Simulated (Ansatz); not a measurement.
Potential energy surface of CH₂, triplet: map of symmetric stretch and bend. Scanned: C-H bond length and H-C-H angle.

Cartesian coordinates as functions of the variables (Å; names that start with a are angles):
```
C  0  0  0
H  r*sin(a/2)  0  r*cos(a/2)
H  -r*sin(a/2)  0  r*cos(a/2)
```

Level of theory: CCSDT(Q) on UHF/cc-pVDZ, frozen core (Ansatz, a program for electronic structure).

Energy in kJ/mol above the lowest grid point; x is the C-H bond length (Å), y the H-C-H angle (°).

```
y \ x    0.92   0.97   1.03   1.08   1.13   1.18   1.23   1.29   1.36   1.39   1.46
------  -----  -----  -----  -----  -----  -----  -----  -----  -----  -----  -----
180     164.3   87.1   39.5   27.7   34.7   55.7   86.8  133.3  195.4  223.5  290.3
170.95  162.8   85.3   37.3   25.3   32.1   52.7   83.5  129.7  191.3  219.2  285.4
157.64  156.5   77.8   28.4   15.3   20.9   40.4   70.1  114.9  174.9  202.1  266.6
148.49  151.9   72.1   21.4    7.3   11.9   30.5   59.2  103.0  162.0  188.7  252.3
138.55  149.8   68.6   16.5    1.1    4.7   22.2   50.0   92.8  150.7  177.1  240.0
132.28  151.3   69.2   16.1    0.0    2.8   19.7   46.9   89.1  146.3  172.5  234.9
119     165.2   81.1   25.7    7.8    9.0   24.3   50.1   90.6  146.3  171.8  233.0
111.30  181.6   96.3   39.3   20.2   20.2   34.5   59.2   98.6  153.0  178.1  238.3
97.50   229.2  141.5   81.4   59.7   57.2   69.1   91.5  128.3  179.9  203.7  261.3
91.65   257.4  168.4  106.9   84.0   80.2   90.9  112.1  147.5  197.6  220.8  276.9
77.70   347.0  254.5  188.7  162.2  155.0  162.1  180.0  211.5  257.1  278.5  330.6
70      412.4  317.1  248.3  219.4  209.7  214.6  230.3  259.1  301.9  322.1  371.4
```

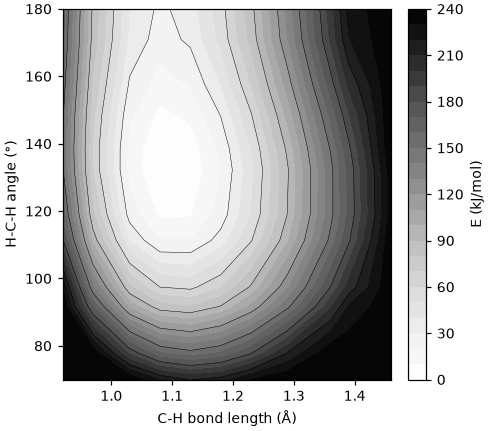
Figure: Energy surface, cut off at 239 kJ/mol.

Points that lie below all their neighbours on the grid: x = 1.08, y = 132.28 (0.0 kJ/mol).
